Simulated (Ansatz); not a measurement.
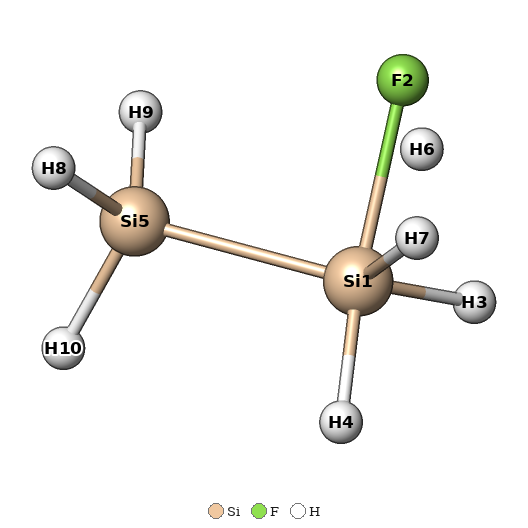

Sticks follow a distance rule. Harmonic vibrations computed with RKS PBE0-D4/def2-TZVP (Ansatz 0.2.0) at a stationary point of the same level.

**How many imaginary frequencies does it have?**

A first-order saddle point: one imaginary frequency, 1110i cm⁻¹.

**How many vibrational modes are there, and where do they lie?**

24 modes: 1110i, 89, 140, 191, 380, 427, 512, 549, 627, 715, 862, 902, 933, 939, 998, 1121, 1172, 1793, 2127, 2143, 2218, 2227, 2246, 2263 cm⁻¹.
